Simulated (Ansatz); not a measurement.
**Cl₂H₂OSi···H₂···H₂O: density, localisation and related maps**

```
atom    x (Å)    y (Å)    z (Å)
  Si  -0.2023   0.9161  -1.6631
   H  -1.5373  -1.5846   1.5639
  Cl   1.1996  -0.4212  -2.3476
  Cl  -1.8849  -0.1859  -1.2464
   H  -0.5192   1.8740  -2.7290
   H   1.7825  -0.7241   1.0139
   O   0.3288   1.7002  -0.3662
   H  -1.3641  -1.8409   2.2455
   O   1.1446  -0.1554   1.4545
   H   0.6447   1.1473   0.3793
   H   0.4075  -0.7255   1.6952
```

The product side of a reaction path; geometry: PBE0-D4/def2-TZVP.

Theory: RKS PBE0-D4/def2-TZVPP (Ansatz 0.2.0).

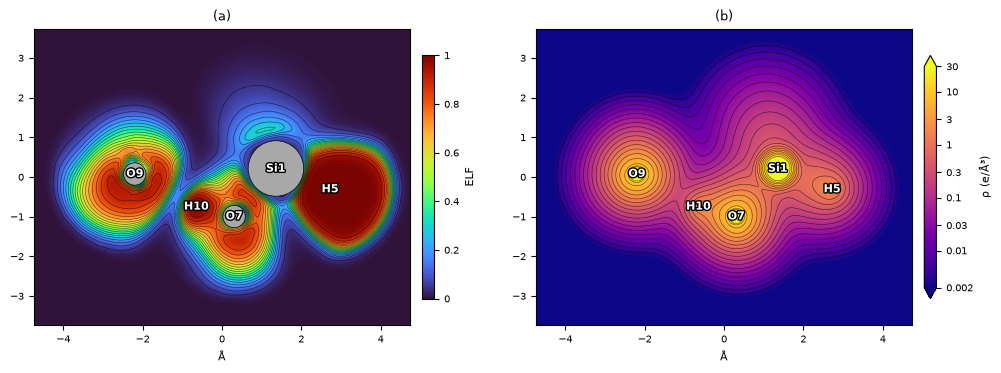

Figure 1. (a) ELF; (b) total electron density on the plane of atoms Si1, O7 and H10. Grey discs cover the atomic cores in the ELF map.

> What do the fields say about this system?

Atoms in the plane: Si, H and O.
O9···H10 (1.76 Å): the density falls to about 0.27 e/Å³ on the way; the ELF dips to about 0.15 between them: a closed-shell contact with the geometry of a hydrogen bond.
Si–O (1.61 Å): ρ is about 1.3 e/Å³ halfway; the ELF peaks at about 0.85 between the atoms, as expected for a polar covalent bond.
O–H (0.98 Å): the density is about 3.7 e/Å³ at the midpoint; the ELF climbs to about 1 towards the hydrogen, as it does in any bond to H (a covalent bond by its length).
Si–H (1.47 Å): ρ at the midpoint is about 0.87 e/Å³; the ELF climbs to about 1 towards the hydrogen.
The ELF also peaks beside O7 and O9, away from the bonds: lone-pair regions.

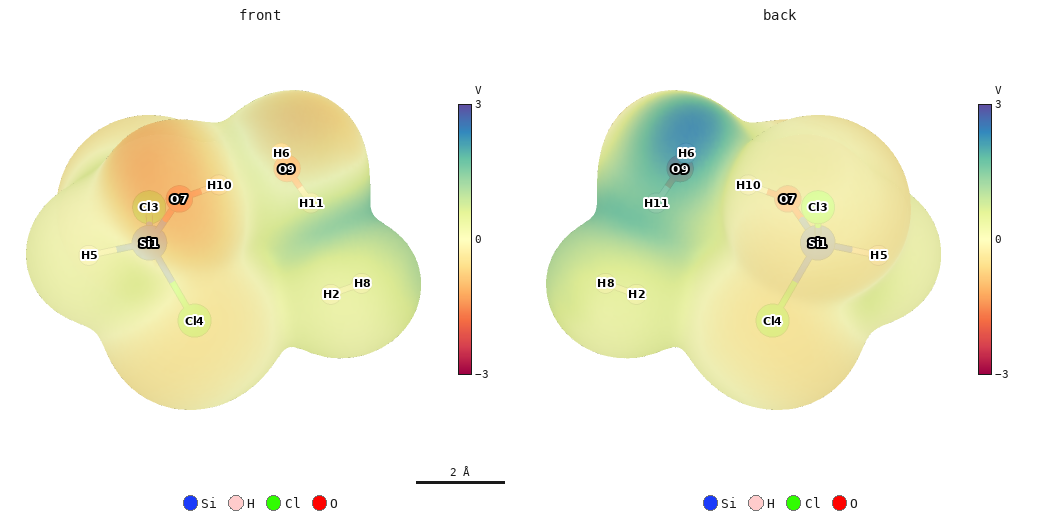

Figure 2. The electrostatic potential painted on the density surface at 0.001 e/bohr³, seen from the front and from behind; red is negative and blue positive.

> Which sites attract a positive test charge, and which a negative one?

A positive charge is drawn to the negative regions and a negative charge to the positive ones. The most negative region (about −1.1 V) lies over O7, the most positive (about +2.3 V) over H6. O7 is the likeliest acceptor of a hydrogen bond.

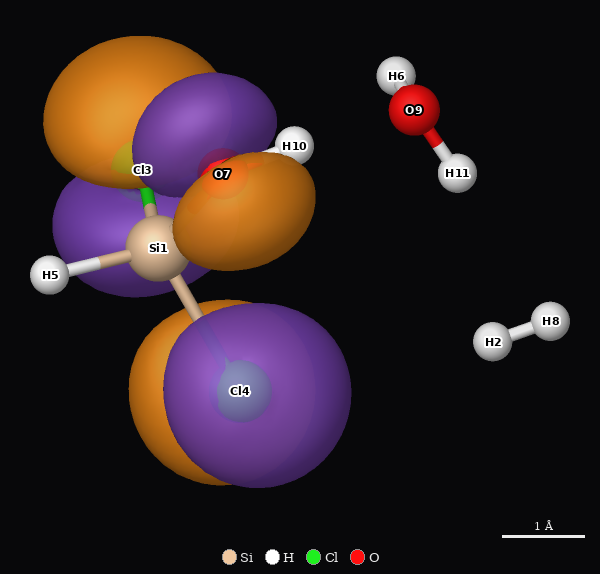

Figure 3. The HOMO at ±0.08 Å⁻³ᐟ² (orange and purple are the two phases), seen at a tilt.

> Describe this orbital and give its energy.

By Hirshfeld shares it lies mainly on Cl3 (about 40 %), Cl4 (about 40 %) and O7 (about 20 %); largely a combination of lone pairs on Cl3, Cl4 and O7. Its energy is −8.99 eV.
